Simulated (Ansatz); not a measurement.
# HfN: pressure series

The reference is HfN in the rock salt structure (space group Fm-3m, No. 225; a = 4.548 Å).

Cell and atoms are relaxed at each pressure.

The values are results of PBE in Ansatz (plane waves to 420 eV, PAW, no spin-orbit coupling), earlier PAW set, not measurements.

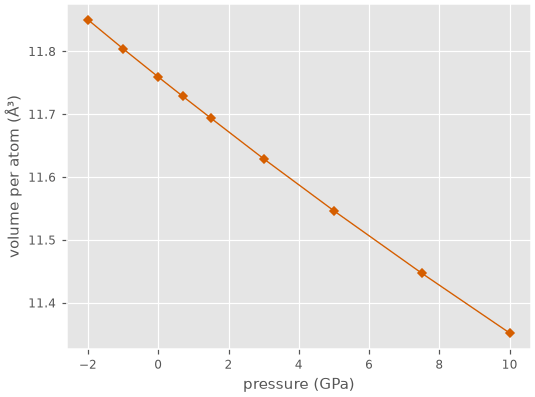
Figure. Volume per atom against pressure

| pressure (GPa) | volume per atom |
|---|---|
| -2 | 11.85 Å³ |
| -1 | 11.80 Å³ |
| 0.7 | 11.73 Å³ |
| 1.5 | 11.69 Å³ |
| 3 | 11.63 Å³ |
| 5 | 11.55 Å³ |
| 7.5 | 11.45 Å³ |
| 10 | 11.35 Å³ |

Load acts through the strain it causes; cell and atoms are relaxed under it. Stability against distortions was not tested. Competing high-pressure phases were not computed. The final runs are not spin-polarised. An odd electron count without spin: HfN.

Ansatz is an electronic-structure program.
